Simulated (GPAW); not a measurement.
Band structure of PbSe (Fm-3m, 2 atoms in the cell).

```
PbSe
1.0
    0.00000     3.13595     3.13595
    3.13595     0.00000     3.13595
    3.13595     3.13595     0.00000
Pb Se
1 1
Direct
  0.00000   0.00000   0.00000
  0.50000   0.50000   0.50000
```

Level of theory: PBE, GPAW PAW datasets PBE (gpaw-data 1.0.1) (plane waves; GPAW).

Settings: mode = pw; ecut = 550 eV; xc = PBE; kpts = 5 5 5; mesh shift (steps) = 0 0 0; occupations.name = fermi-dirac; occupations.width = 0.02 eV; nbands = -6; convergence.bands = -4; symmetry.symmorphic = false; symmetry.tolerance = 0.0005; maxiter = 150; bandpath_npoints = 40.

The starting cell comes from a database of computed structures (which also holds hypothetical and non-ambient phases and stackings), without a prior relaxation at this level. Its lattice was rescaled by a random factor within 2.5 % of one. Spin-orbit coupling is off.

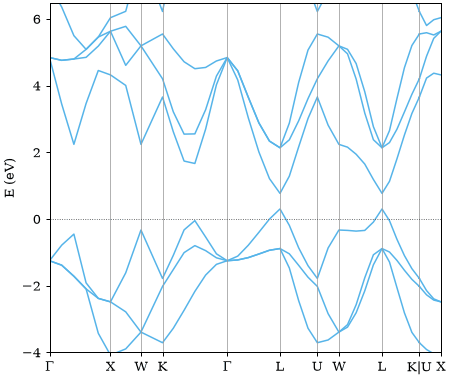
Fig. 1. Bands along the path, energies from the top of the valence band on the SCF mesh.

Problem. Read off roughly the gap and where its edges lie.

Solution. The gap along the path is about 0.5 eV (computed: 0.47 eV), direct at L to within 0.01 eV.

Levels in eV from the top of the valence band on the SCF mesh, bands 7 to 14:
```tsv
point	7	8	9	10	11	12	13	14
Γ	-6.02	-1.25	-1.25	-1.25	4.84	4.84	4.84	7.00
X	-6.87	-4.08	-2.48	-2.48	4.32	5.63	5.63	6.04
W	-7.37	-3.39	-3.39	-0.33	2.24	5.20	5.20	7.93
K	-7.39	-3.71	-2.02	-1.78	3.66	4.21	5.55	6.23
L	-8.03	-0.88	-0.88	0.30	0.77	2.14	2.14	8.79
U	-7.39	-3.71	-2.02	-1.78	3.66	4.21	5.55	6.23
```
